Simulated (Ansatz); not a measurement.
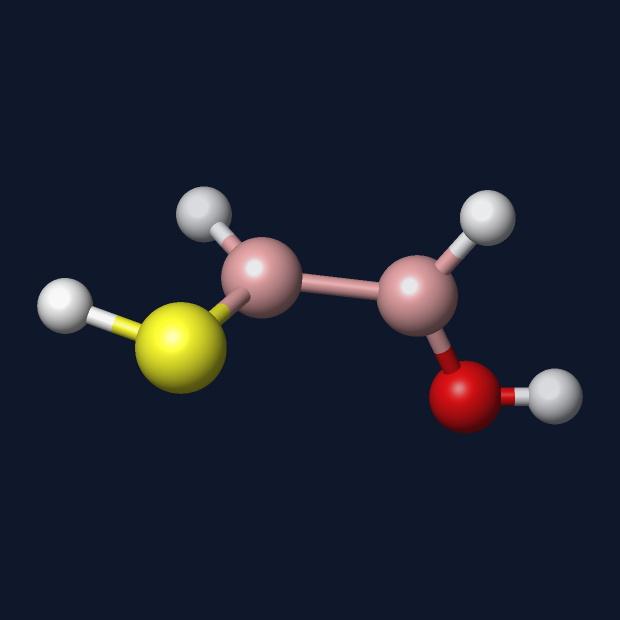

Ball-and-stick drawing of a structure. Every bond is drawn as one stick, whatever its order. Colours: oxygen red, boron pink, sulfur yellow, hydrogen white.

Count the atoms of each element.

Answer. B2H4OS, 8 atoms: 2 boron, 4 hydrogen, 1 oxygen and 1 sulfur.

Which point group does it belong to?

Answer. C1.

The parts below concern this one geometry. Atoms keep their numbers from picture to picture. The geometry was computed by an optimisation with PBE0-D4/def2-TZVP.

Vibrations

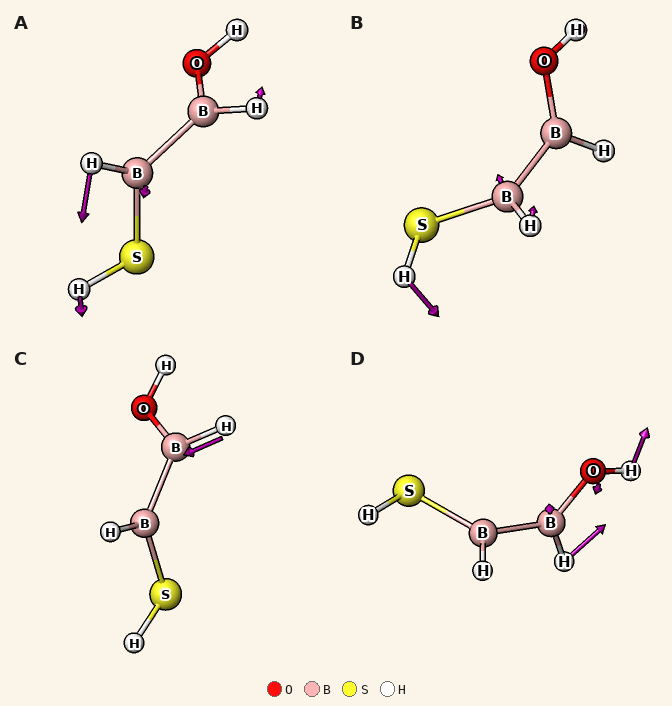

4 normal modes of one molecule or complex, as arrows. Harmonic vibrations computed with RKS PBE0-D4/def2-TZVP (Ansatz 0.2.0) at a stationary point of the same level.

Match the panels to the wavenumbers 519 cm⁻¹, 866 cm⁻¹, 1190 cm⁻¹, 2515 cm⁻¹.

Answer. A: 866 cm⁻¹
B: 519 cm⁻¹
C: 2515 cm⁻¹, B–H stretching
D: 1190 cm⁻¹

Dipole moment

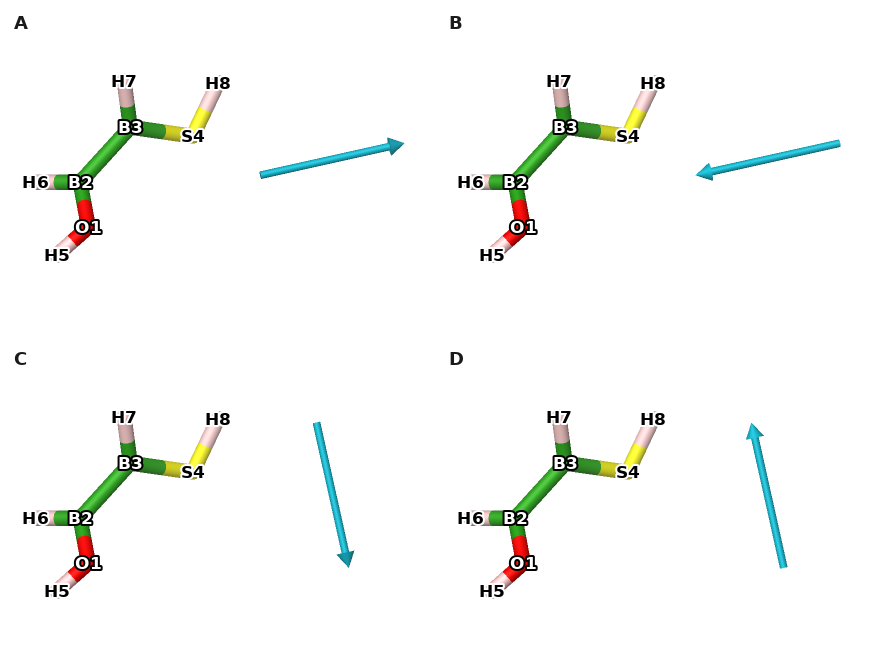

The same molecule four times, each with an arrow. Properties computed with RKS r2SCAN-D4/def2-TZVPP (Ansatz 0.2.0).

Which arrow points along the dipole moment, from the negative to the positive end?

Answer. B. The dipole moment is 0.82 D; it points from the side of H8 to the side of H5, H6 (the outermost atoms at the two ends).

Charges

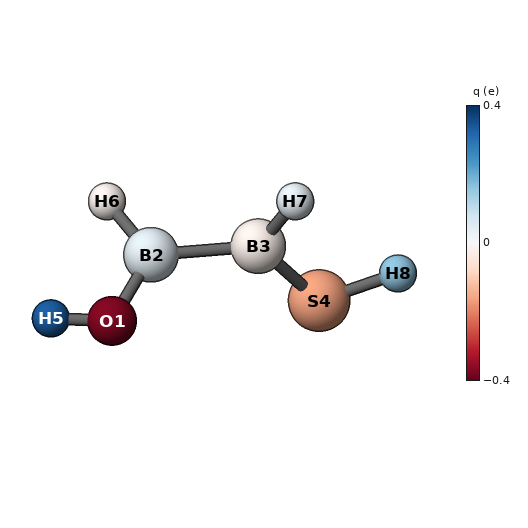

Atoms are coloured by their Mulliken charges. Properties computed with RKS PBE0-D4/def2-TZVP (Ansatz 0.2.0).

List the Mulliken charges.

```json
{"atom": "O1", "value (e)": "−0.37"}
{"atom": "B2", "value (e)": "0.04"}
{"atom": "B3", "value (e)": "−0.02"}
{"atom": "S4", "value (e)": "−0.16"}
{"atom": "H5", "value (e)": "0.33"}
{"atom": "H6", "value (e)": "−0.02"}
{"atom": "H7", "value (e)": "0.04"}
{"atom": "H8", "value (e)": "0.16"}
```

Mulliken values depend strongly on the basis set and can even reverse the polarity of a bond.
